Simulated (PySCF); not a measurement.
# C₆H₁₀O₂S: magnetic properties

Aim: compute the magnetic properties of C₆H₁₀O₂S (`C=C[C@@H]1COCSCO1`).

Computed with PySCF 2.14.0 and routines of our own; the level stands in each step. Atoms count from 0.

### Step 1. The starting structure

19 atoms, charge 0, multiplicity 1; geometry from: GFN2-xTB.

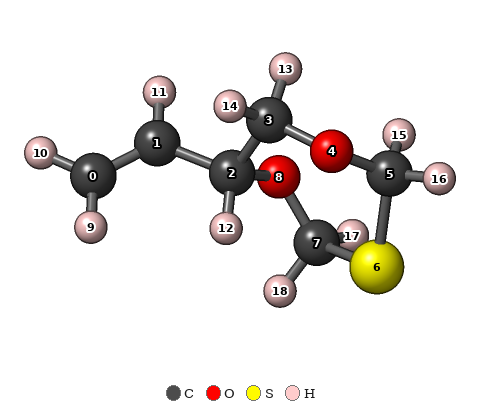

The starting geometry (carbon dark grey, oxygen red, sulfur yellow, hydrogen pink).

### Step 2. Magnetic properties: GIAO PBE0/pcSseg-1

What the job is given:

```
{"job": {"kind": "mag", "xc": "PBE0", "basis": "pcSseg-1", "isotopologues": 0}, "charge": 0, "multiplicity": 1}
C      2.994370    -0.147175     0.030671
C      1.877405    -0.021736    -0.659308
C      0.507256    -0.056225    -0.049482
C     -0.262031    -1.306010    -0.526271
O     -1.433347    -1.569630     0.211958
C     -2.383474    -0.563976     0.209868
S     -2.074068     0.753869     1.454932
C     -0.867517     1.798651     0.508225
O     -0.213922     1.102346    -0.480212
H      2.991563    -0.293497     1.098588
H      3.959507    -0.117408    -0.444732
H      1.885920     0.138190    -1.727734
H      0.577019    -0.073377     1.044768
H     -0.507029    -1.166599    -1.589073
H      0.359865    -2.194897    -0.407157
H     -2.478387    -0.072546    -0.764737
H     -3.329209    -1.011993     0.514751
H     -1.421246     2.600643     0.017184
H     -0.192477     2.210620     1.268179
```

With the program's defaults for keys left out, this is: GIAO PBE0/pcSseg-1 magnetisability, rotational g tensor and spin-rotation constants, non-relativistic, gas phase.

Command:

```
> OMP_NUM_THREADS=1 python excited_run.py task.json out
```

The driver reads the jobs from task.json and runs them one after another.

What it wrote:

```text
coarse grid: 16512 points
cycle   1  E = -782.4188168110  dE =  1.330e+00  |g| = 7.188e-01  |ddm| = 3.941e+00
cycle   2  E = -782.3327203794  dE =  8.610e-02  |g| = 1.016e+00  |ddm| = 1.301e+00
cycle   3  E = -782.5133865458  dE = -1.807e-01  |g| = 1.089e-01  |ddm| = 8.321e-01
cycle   4  E = -782.5156051339  dE = -2.219e-03  |g| = 3.978e-02  |ddm| = 1.403e-01
cycle   5  E = -782.5159673826  dE = -3.622e-04  |g| = 9.633e-03  |ddm| = 4.745e-02
cycle   6  E = -782.5159878327  dE = -2.045e-05  |g| = 3.163e-03  |ddm| = 1.076e-02
cycle   7  E = -782.5159900559  dE = -2.223e-06  |g| = 8.414e-04  |ddm| = 3.509e-03
final grid: 155136 points
cycle   8  E = -782.5962663511  dE = -5.012e-05  |g| = 1.464e-02  |ddm| = 4.223e-02
cycle   9  E = -782.5962274109  dE =  3.894e-05  |g| = 2.082e-02  |ddm| = 2.378e-02
cycle  10  E = -782.5963077579  dE = -8.035e-05  |g| = 1.777e-03  |ddm| = 1.420e-02
cycle  11  E = -782.5963084392  dE = -6.813e-07  |g| = 3.159e-04  |ddm| = 1.719e-03
cycle  12  E = -782.5963084605  dE = -2.128e-08  |g| = 1.266e-04  |ddm| = 4.683e-04
cycle  13  E = -782.5963084640  dE = -3.498e-09  |g| = 4.238e-05  |ddm| = 1.367e-04
cycle  14  E = -782.5963084644  dE = -4.156e-10  |g| = 1.362e-05  |ddm| = 5.585e-05
converged SCF energy = -782.5963084644

Magnetisability tensor (1e-30 J/T^2)
    -1439.45       19.09       29.06
       19.09    -1563.80      -57.42
       29.06      -57.42    -1311.47
isotropic -1438.24   principal values   -1580.68  -1439.19  -1294.85
isotropic susceptibility -86.613 1e-6 cm^3/mol

Inertial axes            a          b          c
rot. const./GHz      2.4035     1.0154     0.8165
chi total           -87.490    -94.104    -78.244
chi diamagnetic    -624.089  -1294.558  -1571.501
chi paramagnetic    536.599   1200.454   1493.257
quadrupole/D A        2.310     -1.008     -1.302
g nuclear            0.5805     0.5660     0.5614
g electronic        -0.6059    -0.5727    -0.5728
g total             -0.0254    -0.0066    -0.0114

Spin-rotation constants (kHz, H = +C I.J)
atom  isotope        aa         bb         cc
  9     1H       -0.203     -0.118      0.060
 10     1H        0.202     -0.115     -0.080
 11     1H       -0.191     -0.119      0.065
 12     1H       -0.219     -0.094      0.033
 13     1H       -0.258     -0.103      0.040
 14     1H       -0.140     -0.023     -0.061
 15     1H       -0.207     -0.102      0.041
 16     1H        0.043     -0.065     -0.074
 17     1H       -0.192     -0.053      0.001
 18     1H       -0.190     -0.033     -0.025
  0    13C*       0.949      0.145      0.299
  1    13C*       1.020      0.155      0.345
  2    13C*       0.609      0.251      0.196
  3    13C*       0.480      0.263      0.201
  4    17O*      -0.377     -0.086     -0.067
  5    13C*       0.500      0.235      0.197
  6    33S*       0.792      0.184      0.316
  7    13C*       0.500      0.212      0.207
  8    17O*      -0.278     -0.115     -0.097
* in the singly substituted isotopologue
```

Wall time 86 s (1 thread of Arm Neoverse N1, shared host); peak memory 1 GiB.

Key values:

```tsv
quantity	value
magnetisability	-1438·10⁻³⁰ J/T²
molar susceptibility	-86.6·10⁻⁶ cm³/mol
rotational g (a, b, c)	-0.0254, -0.0066, -0.0114
```

The fields below are evaluated on a grid from the run's orbitals.

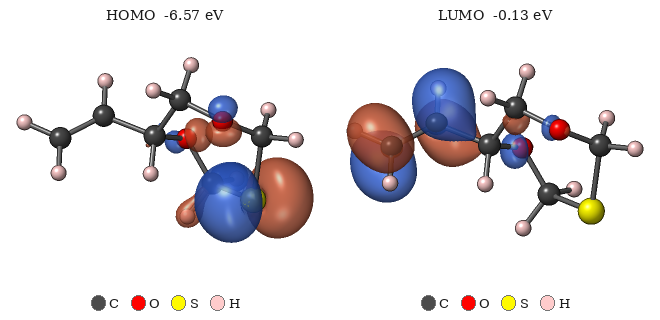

PBE0/pcSseg-1 orbitals near the gap, drawn at the value that encloses 70 % of each; the two colours are the two signs.

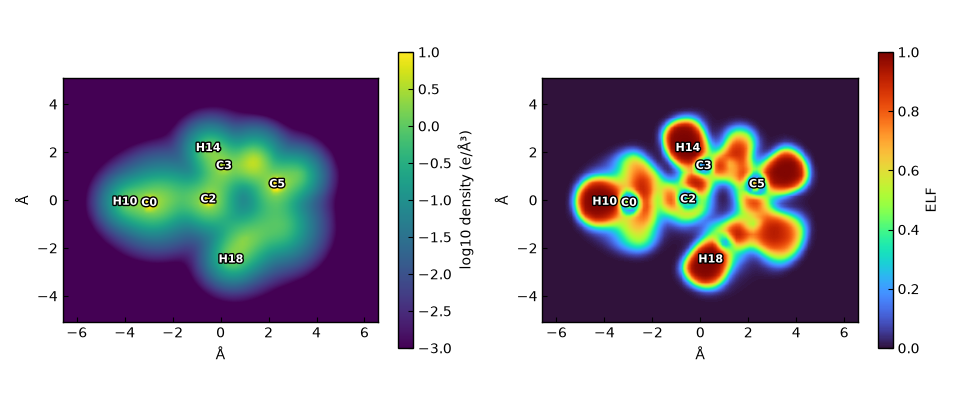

Density (left) and ELF (right) in a plane through or near 7 of the atoms.

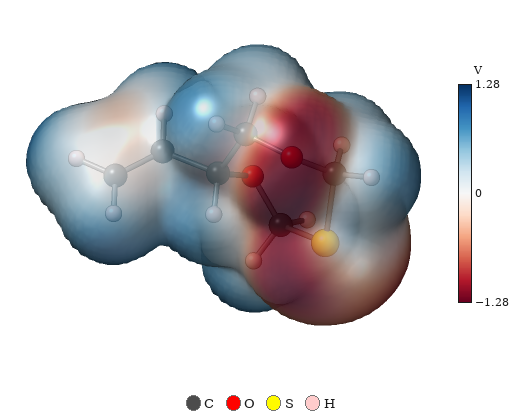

Electrostatic potential on the surface of density 0.002 e/bohr³; red is low, blue high. It runs from -1.28 V near O4 to 0.89 V near H9.

### Step 3. Magnetic properties: GIAO HF/pcseg-1

The job, as its differences from that of step 2:

```diff
@@ -1,2 +1,2 @@
-{"job": {"kind": "mag", "xc": "PBE0", "basis": "pcSseg-1", "isotopologues": 0}, "charge": 0, "multiplicity": 1}
+{"job": {"kind": "mag", "xc": "HF", "basis": "pcseg-1"}, "charge": 0, "multiplicity": 1}
 C      2.994370    -0.147175     0.030671
```

Level: GIAO HF/pcseg-1 magnetisability, rotational g tensor and spin-rotation constants, non-relativistic, gas phase.

What it wrote:

```text
final grid: 155136 points
cycle   1  E = -779.8977380898  dE =  2.183e+00  |g| = 8.045e-01  |ddm| = 4.308e+00
cycle   2  E = -780.0426120713  dE = -1.449e-01  |g| = 4.219e-01  |ddm| = 9.986e-01
cycle   3  E = -780.0799837149  dE = -3.737e-02  |g| = 8.386e-02  |ddm| = 3.900e-01
cycle   4  E = -780.0823816748  dE = -2.398e-03  |g| = 2.446e-02  |ddm| = 1.367e-01
cycle   5  E = -780.0825667971  dE = -1.851e-04  |g| = 6.342e-03  |ddm| = 3.811e-02
cycle   6  E = -780.0825867623  dE = -1.997e-05  |g| = 1.734e-03  |ddm| = 1.544e-02
cycle   7  E = -780.0825891348  dE = -2.373e-06  |g| = 5.680e-04  |ddm| = 6.202e-03
cycle   8  E = -780.0825893615  dE = -2.267e-07  |g| = 1.480e-04  |ddm| = 1.905e-03
cycle   9  E = -780.0825893771  dE = -1.559e-08  |g| = 3.649e-05  |ddm| = 5.026e-04
cycle  10  E = -780.0825893779  dE = -7.990e-10  |g| = 1.587e-05  |ddm| = 9.436e-05
converged SCF energy = -780.0825893779

Magnetisability tensor (1e-30 J/T^2)
    -1521.11       20.37       26.32
       20.37    -1634.81      -60.15
       26.32      -60.15    -1385.84
isotropic -1513.92   principal values   -1653.64  -1519.03  -1369.09
isotropic susceptibility -91.170 1e-6 cm^3/mol

Inertial axes            a          b          c
rot. const./GHz      2.4035     1.0154     0.8165
chi total           -92.298    -98.480    -82.733
chi diamagnetic    -626.526  -1296.514  -1573.907
chi paramagnetic    534.228   1198.034   1491.174
quadrupole/D A        2.600     -1.536     -1.064
g nuclear            0.5805     0.5660     0.5614
g electronic        -0.6032    -0.5715    -0.5720
g total             -0.0227    -0.0055    -0.0106

Spin-rotation constants (kHz, H = +C I.J)
atom  isotope        aa         bb         cc
  9     1H       -0.209     -0.120      0.056
 10     1H        0.188     -0.117     -0.082
 11     1H       -0.200     -0.122      0.060
 12     1H       -0.229     -0.100      0.025
 13     1H       -0.265     -0.107      0.035
 14     1H       -0.155     -0.027     -0.064
 15     1H       -0.225     -0.108      0.035
 16     1H        0.027     -0.068     -0.078
 17     1H       -0.204     -0.059     -0.002
 18     1H       -0.199     -0.040     -0.030
  0    13C*       0.892      0.117      0.280
  1    13C*       0.973      0.129      0.330
  2    13C*       0.531      0.218      0.167
  3    13C*       0.409      0.224      0.172
  4    17O*      -0.284     -0.056     -0.037
  5    13C*       0.422      0.198      0.163
  6    33S*       0.710      0.145      0.278
  7    13C*       0.408      0.178      0.172
  8    17O*      -0.187     -0.075     -0.060
* in the singly substituted isotopologue
```

Run time: 27 s. Hardware: 1 thread of Arm Neoverse N1, shared host; peak memory 0.76 GiB.

Key values:

```tsv
quantity	value
magnetisability	-1514·10⁻³⁰ J/T²
molar susceptibility	-91.2·10⁻⁶ cm³/mol
rotational g (a, b, c)	-0.0227, -0.0055, -0.0106
```

### Step 4. Magnetic properties: SCAN/cc-pVDZ

The job, as its differences from that of step 3:

```diff
@@ -1,2 +1,2 @@
-{"job": {"kind": "mag", "xc": "HF", "basis": "pcseg-1"}, "charge": 0, "multiplicity": 1}
+{"job": {"kind": "mag", "xc": "SCAN", "basis": "cc-pVDZ", "scf": {"aux": "sto-3g", "max_cycle": 52}}, "charge": 0, "multiplicity": 1}
 C      2.994370    -0.147175     0.030671
```

With the program's defaults for keys left out, this is: SCAN/cc-pVDZ.

What it wrote:

```text
NotImplementedError: meta-GGA with London orbitals
```

Wall time 48 s (1 thread of Arm Neoverse N1, shared host); peak memory 0.47 GiB.

Why it failed: This response code has no terms for the kinetic-energy density, so it refuses meta-GGA functionals here. Cure: take a GGA or a hybrid, or another code.

### Step 5. Magnetic properties side by side

```tsv
level	ξ (10⁻³⁰ J/T²)	g(a)	g(b)	gap (eV)	functions	time
GIAO PBE0/pcSseg-1	-1438	-0.0254	-0.0066	6.44	210	86 s
GIAO HF/pcseg-1	-1514	-0.0227	-0.0055	13.44	180	27 s
```

### Step 6. Outcome

```
                                           quantity                               value
       magnetisability (step 2, GIAO PBE0/pcSseg-1)                    -1438·10⁻³⁰ J/T²
  molar susceptibility (step 2, GIAO PBE0/pcSseg-1)                  -86.6·10⁻⁶ cm³/mol
rotational g (a, b, c) (step 2, GIAO PBE0/pcSseg-1)           -0.0254, -0.0066, -0.0114
                                  surface potential   -1.28 V near O4 to 0.89 V near H9
                    magnetisability over the levels           -1514 to -1438·10⁻³⁰ J/T²
                                               runs  1 failed, 0 ended on unsound input
```

The magnetisability spreads by 5.1 % over 2 levels, from GIAO HF/pcseg-1 (27 s) to GIAO PBE0/pcSseg-1 (86 s); the runs took 27 s to 86 s. Vibrational averaging and real surroundings are missing from these values.
